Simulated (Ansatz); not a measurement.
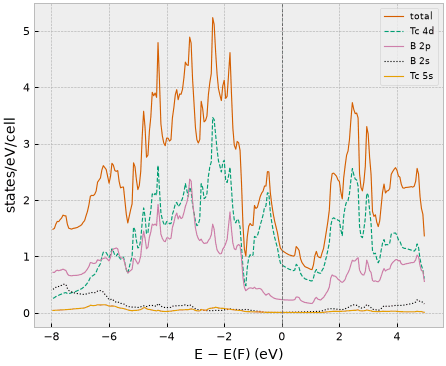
Fig. 1. Total and projected density of states of TcB2 in space group P6_3/mmc (No. 194; Tc on 2c, B on 4f), r²SCAN (plane waves, PAW; program Ansatz)

Problem. Which orbitals carry the states next to the Fermi level?

Solution. Within 0.5 eV of the Fermi level: Tc 4d 80 %, B 2p 18 %. Projections are on Löwdin-orthogonalised atomic valence shells; empty p or d shells of many metals are not among them.

Problem. Where is the tallest occupied peak in this window, and what makes it?

Solution. Near -2.4 eV, about 5.2 states/eV per cell; the largest projected share is Tc 4d.

The first step of the workflow began from a Materials Project structure, measured or hypothetical; the Crystallography Open Database copy checked does not list it. Whether it is the stable phase at ambient conditions was not checked. The cell was relaxed with r²SCAN under the symmetry of its start; whether a distortion lowers the energy is not shown. No spin polarisation was allowed. Scalar-relativistic: spin–orbit coupling is off unless named, which matters more the heavier the elements.

Potentials: the later of the program's two PAW sets.
